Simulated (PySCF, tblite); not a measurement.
# CH₁₃NOSi₄: geometry, infrared bands, NMR shifts and electronic excitations, part 2 of 2

tblite 0.8.0 and PySCF 2.14.0. Atoms count from 0.

## 5. Nuclear shieldings: PBE0/pcSseg-1

The job: settings as JSON, then the geometry in Å.

```
{"job": {"kind": "nmr", "xc": "PBE0", "basis": "pcSseg-1"}, "charge": 0, "multiplicity": 1}
C      1.185054     1.450828    -1.807812
Si     0.763061    -0.173902    -0.997366
O      1.681919    -0.396872     0.369394
Si     2.965628     0.080397     1.302373
N     -0.879570    -0.214558    -0.407461
Si    -2.237545    -0.151184    -1.508306
Si    -1.154449    -0.389825     1.319632
H      1.027571     2.283437    -1.104419
H      0.547827     1.624023    -2.689436
H      2.234035     1.467032    -2.142873
H      1.016223    -1.307800    -1.933816
H      3.645848    -1.127471     1.849175
H      3.936442     0.866820     0.480729
H      2.480126     0.930785     2.428571
H     -3.071932     1.071185    -1.297047
H     -3.122299    -1.347634    -1.370000
H     -1.683715    -0.116531    -2.898049
H     -0.538266     0.721905     2.104203
H     -0.661826    -1.692411     1.856412
H     -2.638832    -0.331740     1.505803
```

With the program's defaults for keys left out, this is: GIAO PBE0/pcSseg-1 NMR shielding, non-relativistic, gas phase.

Log:

```text
coarse grid: 17792 points
cycle   1  E = -1333.0822887491  dE =  2.215e-01  |g| = 8.655e-01  |ddm| = 3.990e+00
cycle   2  E = -1332.8455797750  dE =  2.367e-01  |g| = 1.384e+00  |ddm| = 1.719e+00
cycle   3  E = -1333.2183630461  dE = -3.728e-01  |g| = 1.358e-01  |ddm| = 1.254e+00
cycle   4  E = -1333.2219194829  dE = -3.556e-03  |g| = 4.778e-02  |ddm| = 1.466e-01
cycle   5  E = -1333.2224091324  dE = -4.896e-04  |g| = 1.417e-02  |ddm| = 4.594e-02
cycle   6  E = -1333.2224513468  dE = -4.221e-05  |g| = 4.637e-03  |ddm| = 1.748e-02
cycle   7  E = -1333.2224557849  dE = -4.438e-06  |g| = 7.653e-04  |ddm| = 3.979e-03
final grid: 150952 points
cycle   8  E = -1333.2680474902  dE = -1.285e-05  |g| = 8.646e-03  |ddm| = 1.734e-02
cycle   9  E = -1333.2680277694  dE =  1.972e-05  |g| = 1.329e-02  |ddm| = 1.493e-02
cycle  10  E = -1333.2680617946  dE = -3.403e-05  |g| = 1.135e-03  |ddm| = 9.559e-03
cycle  11  E = -1333.2680620623  dE = -2.677e-07  |g| = 1.980e-04  |ddm| = 1.008e-03
cycle  12  E = -1333.2680620714  dE = -9.122e-09  |g| = 2.737e-05  |ddm| = 1.830e-04
cycle  13  E = -1333.2680620715  dE = -1.196e-10  |g| = 1.573e-05  |ddm| = 4.497e-05
converged SCF energy = -1333.2680620715

GIAO shielding tensors (ppm)
atom      isotropic    diamagn.    paramagn.     s11        s22        s33       span
  0 C      182.869     258.274     -75.404    176.580    179.890    192.139     15.559
  1 Si     360.918     882.397    -521.479    324.119    376.753    381.882     57.764
  2 O      295.512     402.280    -106.768    240.683    308.549    337.304     96.622
  3 Si     391.422     878.967    -487.545    345.818    359.981    468.465    122.647
  4 N      261.405     334.859     -73.454    241.970    255.877    286.367     44.397
  5 Si     409.015     879.733    -470.718    363.202    396.683    467.160    103.959
  6 Si     403.538     881.162    -477.624    365.067    380.976    464.571     99.504
  7 H       31.118      33.636      -2.517     27.781     28.959     36.615      8.834
  8 H       30.872      31.276      -0.404     26.173     29.447     36.997     10.825
  9 H       30.927      30.057       0.870     26.475     28.589     37.717     11.242
 10 H       26.146      30.468      -4.322     22.931     24.048     31.458      8.527
 11 H       26.218      27.930      -1.712     22.845     24.187     31.622      8.777
 12 H       26.198      28.317      -2.119     22.478     25.125     30.991      8.512
 13 H       26.120      29.503      -3.383     22.533     24.988     30.839      8.305
 14 H       26.733      29.108      -2.375     23.174     24.668     32.357      9.182
 15 H       26.694      28.466      -1.772     22.908     24.625     32.549      9.641
 16 H       26.756      29.197      -2.441     22.976     26.016     31.276      8.300
 17 H       26.527      31.710      -5.183     22.918     25.326     31.337      8.418
 18 H       26.498      30.467      -3.969     23.127     24.501     31.865      8.738
 19 H       26.680      29.964      -3.284     23.016     25.530     31.493      8.477
```

Wall time 78 s (1 thread of Intel Xeon at 2.70GHz, shared host); peak memory 1 GiB.

Shifts follow as δ = σ(reference) − σ, with reference shieldings (ppm) from runs at the same level and on the same kind of geometry: 1H TMS 31.27, 13C TMS 184.4, 29Si TMS 352.0, 15N NH3 265.7, 17O H2O 334.6. The references are single molecules in the gas phase, so shifts against H2O, NH3, PH3, H3PO4 or CFCl3 are not on the usual liquid scales and can be off by tens of ppm. Atoms listed in one row are averaged.

| atoms | environment | σ (ppm) | δ (ppm) | δ scaled to CDCl3 |
| --- | --- | --- | --- | --- |
| C0 | methyl carbon bonded to Si | 182.9 | 1.5 | 1.0 |
| H10 | hydrogen on a silicon bonded to C, N, O | 26.15 | 5.12 | – |
| H11, H12, H13 | hydrogen on a silicon bonded to O | 26.18 | 5.09 | – |
| H14, H15, H16, H17, H18, H19 | hydrogen on a silicon bonded to N | 26.65 | 4.62 | – |
| H7, H8, H9 | hydrogen on a methyl carbon bonded to Si | 30.97 | 0.29 | 0.50 |
| Si1 | silicon bonded to C, N, O, H | 360.9 | -8.9 | – |
| Si3 | silicon bonded to O, 3 H | 391.4 | -39.4 | – |
| Si5, Si6 | silicon bonded to N, 3 H | 406.3 | -54.3 | – |
| O2 | oxygen bonded to 2 Si | 295.5 | 39.0 | – |
| N4 | nitrogen bonded to 3 Si | 261.4 | 4.3 | – |

The scaled column applies a straight-line fit of computed shieldings to shifts measured in CDCl3 (root-mean-square error 0.21 ppm for H, 2.0 ppm for C).

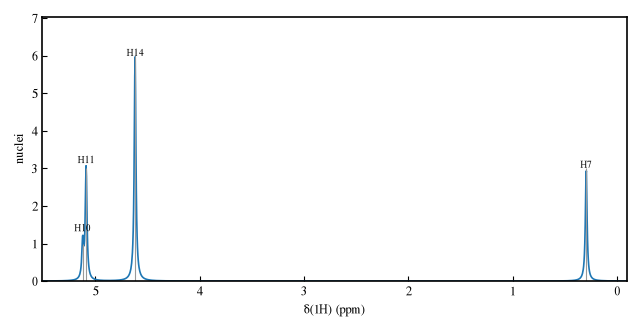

1H lines at the computed shifts, without couplings. Lines are broadened to a width of 0.02 ppm (Lorentzian).

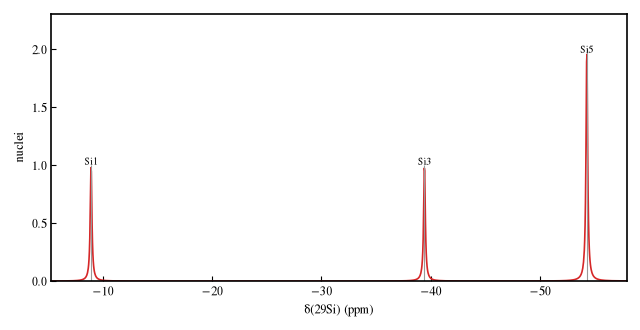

29Si lines at the computed shifts, without couplings. Lines are broadened to a width of 0.18 ppm (Lorentzian).

The run also stored atomic charges by several schemes (e):

| atoms | Mulliken | IAO | Hirshfeld | ESP fit |
| --- | --- | --- | --- | --- |
| C0 | -0.67 | -0.75 | -0.22 | -0.81 |
| Si1 | 1.12 | 1.24 | 0.45 | 1.04 |
| O2 | -0.79 | -0.87 | -0.29 | -0.55 |
| Si3 | 0.72 | 0.85 | 0.39 | 0.58 |
| N4 | -1.09 | -1.04 | -0.35 | -0.61 |
| Si5, Si6 | 0.64 | 0.72 | 0.34 | 0.43 |

Hirshfeld charges:

C0 -0.22; Si1 0.45; O2 -0.29; Si3 0.39; N4 -0.35; Si5 0.34; Si6 0.34; H7 0.05; H8 0.05; H9 0.05; H10 -0.09; H11 -0.08; H12 -0.08; H13 -0.08; H14 -0.08; H15 -0.08; H16 -0.08; H17 -0.08; H18 -0.08; H19 -0.08

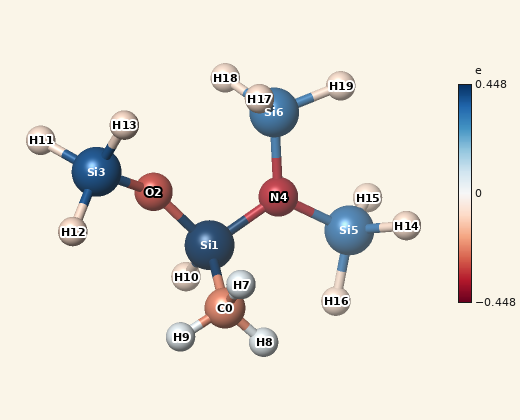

Hirshfeld charges, as colours on the atoms.

Mayer bond orders: C0–Si1 0.95, Si1–O2 0.86, O2–Si3 0.89, Si1–N4 0.87, N4–Si5 0.90, N4–Si6 0.87.

The fields below are evaluated on a grid from the run's orbitals.

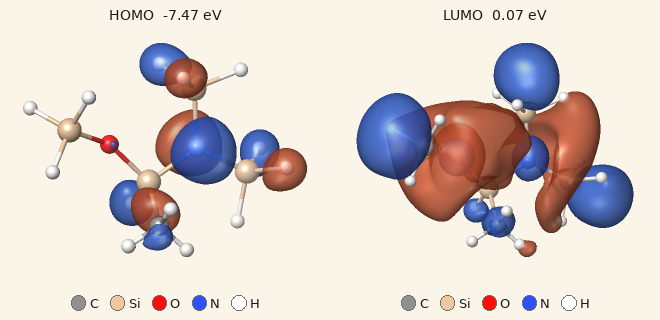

Frontier orbitals at PBE0/pcSseg-1; each surface holds 70 % of the orbital's density, blue and red mark the sign.

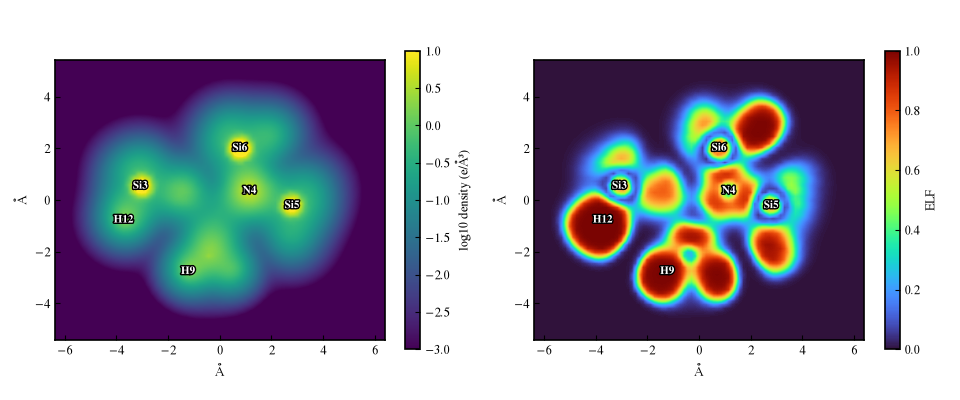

Density (left) and ELF (right) in a plane through or near 6 of the atoms.

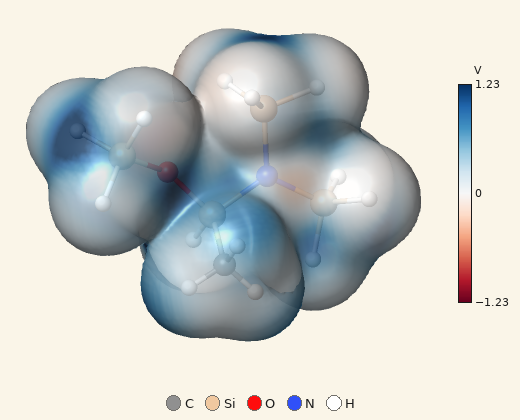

The potential that a unit positive charge feels on the 0.002 e/bohr³ surface, from -0.47 V near O2 to 1.23 V near H12.

## 6. Excited states and response: CAM-B3LYP/def2-SVPD

Settings changed since step 5:

```diff
@@ -1,2 +1,2 @@
-{"job": {"kind": "nmr", "xc": "PBE0", "basis": "pcSseg-1"}, "charge": 0, "multiplicity": 1}
+{"job": {"kind": "uv", "xc": "CAM-B3LYP", "basis": "def2-SVPD", "ip": true}, "charge": 0, "multiplicity": 1}
 C      1.185054     1.450828    -1.807812
```

With the program's defaults for keys left out, this is: TDDFT CAM-B3LYP/def2-SVPD, vertical, gas phase, core orbitals frozen in the response.

Log:

```text
coarse grid: 17792 points
cycle   1  E = -1333.1681600559  dE =  2.170e-01  |g| = 8.376e-01  |ddm| = 5.940e+00
cycle   2  E = -1333.0619532868  dE =  1.062e-01  |g| = 1.129e+00  |ddm| = 2.293e+00
cycle   3  E = -1333.3077968456  dE = -2.458e-01  |g| = 9.169e-02  |ddm| = 1.173e+00
cycle   4  E = -1333.3094338932  dE = -1.637e-03  |g| = 4.197e-02  |ddm| = 2.162e-01
cycle   5  E = -1333.3098170321  dE = -3.831e-04  |g| = 1.158e-02  |ddm| = 6.013e-02
cycle   6  E = -1333.3098477292  dE = -3.070e-05  |g| = 3.075e-03  |ddm| = 2.248e-02
cycle   7  E = -1333.3098499276  dE = -2.198e-06  |g| = 5.112e-04  |ddm| = 4.725e-03
final grid: 150952 points
cycle   8  E = -1333.4876026912  dE = -1.401e-05  |g| = 2.440e-03  |ddm| = 5.867e-02
cycle   9  E = -1333.4876026250  dE =  6.620e-08  |g| = 2.598e-03  |ddm| = 8.577e-03
cycle  10  E = -1333.4876041657  dE = -1.541e-06  |g| = 3.398e-04  |ddm| = 3.109e-03
cycle  11  E = -1333.4876041880  dE = -2.224e-08  |g| = 1.196e-04  |ddm| = 5.349e-04
cycle  12  E = -1333.4876041914  dE = -3.384e-09  |g| = 1.414e-05  |ddm| = 2.686e-04
cycle  13  E = -1333.4876041914  dE = -5.275e-11  |g| = 7.368e-06  |ddm| = 3.979e-05
converged SCF energy = -1333.4876041914

Static polarisability (au): isotropic 125.155, principal 109.745 126.796 138.925

Singlet excitations
state   eV       nm        f      main configurations
  1   6.5243    190.0   0.00092   H->L+1 0.45, H->L 0.34, H->L+2 0.13
  2   7.0677    175.4   0.00327   H->L 0.46, H->L+1 0.33
  3   7.3197    169.4   0.04548   H->L+2 0.58, H->L+3 0.20
  4   7.5419    164.4   0.04984   H->L+4 0.44, H->L+3 0.13, H->L+5 0.12
  5   7.5936    163.3   0.00183   H-1->L 0.27, H->L+5 0.16, H->L+6 0.12
  6   7.6622    161.8   0.00276   H-1->L 0.23, H->L+6 0.18, H->L+5 0.11
  7   7.7679    159.6   0.00549   H-2->L 0.52, H-2->L+1 0.20
  8   7.8386    158.2   0.00124   H->L+7 0.31, H->L+4 0.14
  9   7.9801    155.4   0.03906   H->L+8 0.44, H->L+6 0.08
 10   8.1908    151.4   0.01834   H->L+6 0.27, H->L+3 0.17, H->L+7 0.14

Triplet excitations (Tamm-Dancoff, eV): 6.2202 6.9176 7.0703 7.2611
Vertical ionisation energy (delta-SCF) = 9.2675 eV
```

Run time: 4.9 min. Hardware: 1 thread of Intel Xeon at 2.70GHz, shared host; peak memory 1.3 GiB.

The orbitals next to the gap, with their largest atomic shares:

| orbital | eV | atoms |
| --- | --- | --- |
| HOMO−3 | -10.71 | Si6 31 %, H19 25 %, Si5 9 % |
| HOMO−2 | -10.34 | O2 32 %, Si3 19 %, H12 15 % |
| HOMO−1 | -10.09 | O2 30 %, Si3 13 %, Si1 10 % |
| HOMO | -8.77 | N4 46 %, Si6 8 %, Si5 8 % |
| LUMO | 0.84 | Si3 20 %, Si6 11 %, Si1 10 % |
| LUMO+1 | 1.10 | Si3 14 %, Si5 14 %, Si6 11 % |
| LUMO+2 | 1.13 | Si3 18 %, Si5 14 %, Si6 13 % |

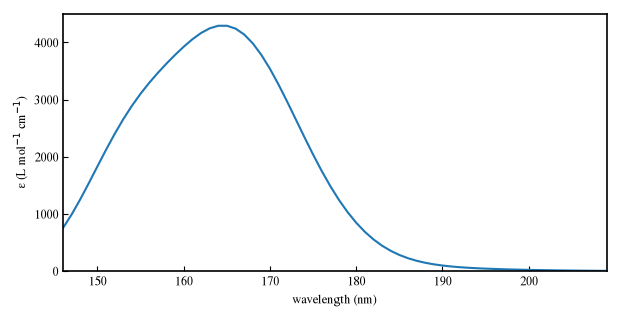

Absorption spectrum: each of the 10 states is a Gaussian band of 0.4 eV half-width at 1/e. Beyond the last state computed it falls off for lack of states.

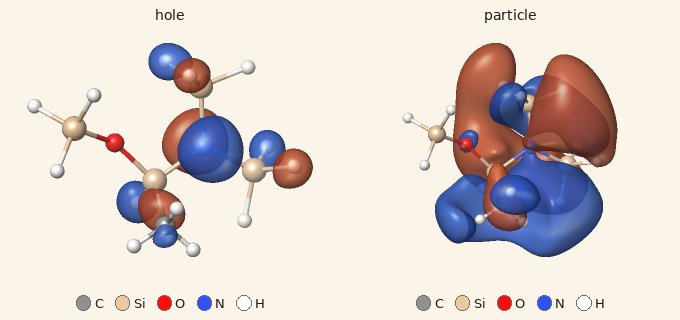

Leading natural transition orbitals of singlet state 4: the electron leaves the hole (left) for the particle orbital (right).

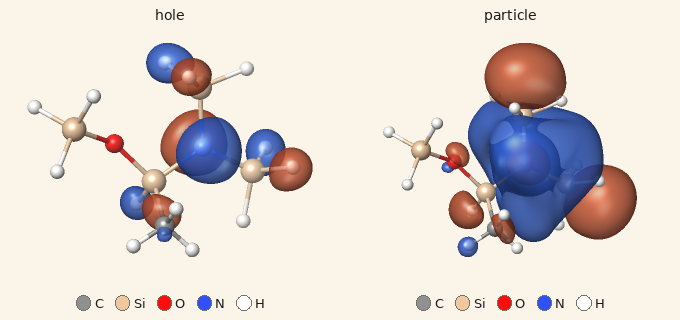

Leading natural transition orbitals of singlet state 1: the electron leaves the hole (left) for the particle orbital (right).

Ground-state properties from the same run:

| property | computed |
| --- | --- |
| dipole moment (D) | 1.17 |
| polarisability (Å³) | 18.55 |
| HOMO–LUMO gap (eV) | 9.61 |
| −ε(HOMO) (eV) | 8.77 |

## 7. NMR shieldings: mPW1PW91/pcSseg-1

Settings changed since step 6:

```diff
@@ -1,2 +1,2 @@
-{"job": {"kind": "uv", "xc": "CAM-B3LYP", "basis": "def2-SVPD", "ip": true}, "charge": 0, "multiplicity": 1}
+{"job": {"kind": "nmr", "xc": "mPW1PW91", "basis": "pcSseg-1", "pop": false}, "charge": 0, "multiplicity": 1}
 C      1.185054     1.450828    -1.807812
```

Level: GIAO mPW1PW91/pcSseg-1 NMR shielding, non-relativistic, gas phase.

Log:

```text
coarse grid: 17792 points
cycle   1  E = -1333.7740995264  dE =  2.200e-01  |g| = 8.818e-01  |ddm| = 3.992e+00
cycle   2  E = -1333.5277324705  dE =  2.464e-01  |g| = 1.411e+00  |ddm| = 1.734e+00
cycle   3  E = -1333.9152866560  dE = -3.876e-01  |g| = 1.364e-01  |ddm| = 1.265e+00
cycle   4  E = -1333.9188825325  dE = -3.596e-03  |g| = 4.939e-02  |ddm| = 1.487e-01
cycle   5  E = -1333.9194034148  dE = -5.209e-04  |g| = 1.445e-02  |ddm| = 4.699e-02
cycle   6  E = -1333.9194481179  dE = -4.470e-05  |g| = 4.619e-03  |ddm| = 1.769e-02
cycle   7  E = -1333.9194524918  dE = -4.374e-06  |g| = 8.301e-04  |ddm| = 3.995e-03
final grid: 150952 points
cycle   8  E = -1333.9628430882  dE = -1.683e-05  |g| = 5.703e-03  |ddm| = 1.643e-02
cycle   9  E = -1333.9628350652  dE =  8.023e-06  |g| = 8.645e-03  |ddm| = 9.648e-03
cycle  10  E = -1333.9628495342  dE = -1.447e-05  |g| = 7.835e-04  |ddm| = 6.115e-03
cycle  11  E = -1333.9628496664  dE = -1.322e-07  |g| = 1.249e-04  |ddm| = 7.012e-04
cycle  12  E = -1333.9628496701  dE = -3.736e-09  |g| = 2.549e-05  |ddm| = 1.374e-04
cycle  13  E = -1333.9628496703  dE = -1.553e-10  |g| = 1.273e-05  |ddm| = 3.556e-05
converged SCF energy = -1333.9628496703

GIAO shielding tensors (ppm)
atom      isotropic    diamagn.    paramagn.     s11        s22        s33       span
  0 C      181.994     258.331     -76.337    175.887    179.077    191.018     15.131
  1 Si     360.514     882.511    -521.996    323.951    375.938    381.654     57.702
  2 O      295.561     402.551    -106.990    242.262    308.090    336.331     94.069
  3 Si     390.133     879.013    -488.880    345.563    359.590    465.246    119.684
  4 N      260.545     335.195     -74.650    241.234    255.346    285.055     43.821
  5 Si     407.380     879.781    -472.401    362.083    395.737    464.320    102.237
  6 Si     402.002     881.241    -479.239    363.876    380.394    461.736     97.860
  7 H       31.163      33.734      -2.570     27.848     29.034     36.609      8.761
  8 H       30.925      31.332      -0.407     26.251     29.511     37.012     10.761
  9 H       30.980      30.101       0.879     26.554     28.662     37.723     11.170
 10 H       26.241      30.571      -4.330     23.022     24.148     31.553      8.531
 11 H       26.328      28.000      -1.672     22.958     24.303     31.723      8.765
 12 H       26.310      28.394      -2.083     22.591     25.248     31.091      8.500
 13 H       26.230      29.593      -3.362     22.646     25.106     30.938      8.293
 14 H       26.828      29.189      -2.361     23.283     24.762     32.438      9.155
 15 H       26.787      28.541      -1.754     23.010     24.724     32.627      9.616
 16 H       26.857      29.276      -2.419     23.072     26.122     31.377      8.305
 17 H       26.625      31.821      -5.197     23.020     25.433     31.421      8.401
 18 H       26.597      30.568      -3.971     23.233     24.611     31.946      8.712
 19 H       26.779      30.047      -3.268     23.105     25.630     31.602      8.497
```

Run time: 79 s. Hardware: 1 thread of Intel Xeon at 2.70GHz, shared host; peak memory 1.1 GiB.

Key values: δ C0 1.6, Si1 -9.7, Si3 -39.3, Si5 -53.9, H10 5.08, H11 5.03 ppm (means over like atoms).

## 8. Comparing the runs: NMR shifts

Shifts (ppm) of some atoms, chosen among heavy atoms and hydrogens apart, means over like atoms, with basis size and wall time:

| run | H11 | H14 | Si1 | Si3 | Si5 | O2 | N4 | functions | time |
| --- | --- | --- | --- | --- | --- | --- | --- | --- | --- |
| PBE0/pcSseg-1 | 5.09 | 4.62 | -8.9 | -39.4 | -54.3 | 39.0 | 4.3 | 212 | 78 s |
| mPW1PW91/pcSseg-1 | 5.03 | 4.57 | -9.7 | -39.3 | -53.9 | 37.7 | 3.6 | 212 | 79 s |

## 9. Results

This closing draws on all 2 parts.

```
                                                                quantity                        value
                               strongest single infrared mode (GFN2-xTB)         804 cm⁻¹, 923 km/mol
                                            zero-point energy (GFN2-xTB)                79.9 kcal/mol
                                                             point group                           C1
                                    rotational constants (main isotopes)         1.86, 0.75, 0.58 GHz
                                  13C shifts against TMS (PBE0/pcSseg-1)                      1.5 ppm
  1H shifts against TMS (PBE0/pcSseg-1, means over atoms taken as alike)   5.12, 5.09, 4.62, 0.29 ppm
29Si shifts against TMS (PBE0/pcSseg-1, means over atoms taken as alike)       -8.9, -39.4, -54.3 ppm
                                  17O shifts against H2O (PBE0/pcSseg-1)                     39.0 ppm
                                  15N shifts against NH3 (PBE0/pcSseg-1)                      4.3 ppm
                                   surface potential, least and greatest           -0.47 V and 1.23 V
                                    lowest singlet (CAM-B3LYP/def2-SVPD)  6.52 eV (190 nm), f = 0.001
                                brightest single state of those computed  state 4, 7.54 eV, f = 0.050
                                                          lowest triplet                      6.22 eV
                                       vertical ionisation energy (ΔSCF)                      9.27 eV
                                                range of the shift of O2             37.7 to 39.0 ppm
```

In words: The optimisation took 199 steps and gained 1.399 eV; among the close pairs (by a distance rule), Si1–O2 changed most, from 1.732 to 1.621 Å (GFN2-xTB). All 54 modes are real, so the xTB geometry is a minimum. The strongest single mode, at 804 cm⁻¹, has its largest shares on H9, H13 and H12 (the list is cut at 3 atoms). Unscaled tight-binding wavenumbers are off by several per cent, some by more. Its intensities can rank the bands wrongly. The optimisation took 13 steps and gained 0.339 eV; among the close pairs (by a distance rule), Si3–H12 changed most, from 1.423 to 1.495 Å (PBE0/def2-SVP). At PBE0/pcSseg-1: Shielding is most anisotropic at Si3 (span 123 ppm, paramagnetic term -488 ppm). The lowest singlet, at 6.52 eV, is HOMO→LUMO+1 0.45, HOMO→LUMO 0.34 and is dark; of the 10 states computed, the strongest absorption comes from state 4 at 7.54 eV. The lowest triplet lies 0.30 eV below the lowest singlet (triplets in Tamm-Dancoff, singlets in full TDDFT). The orbital energy would give 8.77 eV for ionisation, ΔSCF gives 9.27 eV. Across the 2 runs the shift of O2 moves most, between 37.7 (mPW1PW91/pcSseg-1) and 39.0 ppm (PBE0/pcSseg-1). Most of that comes from the computed reference, not from the atom's own shielding.
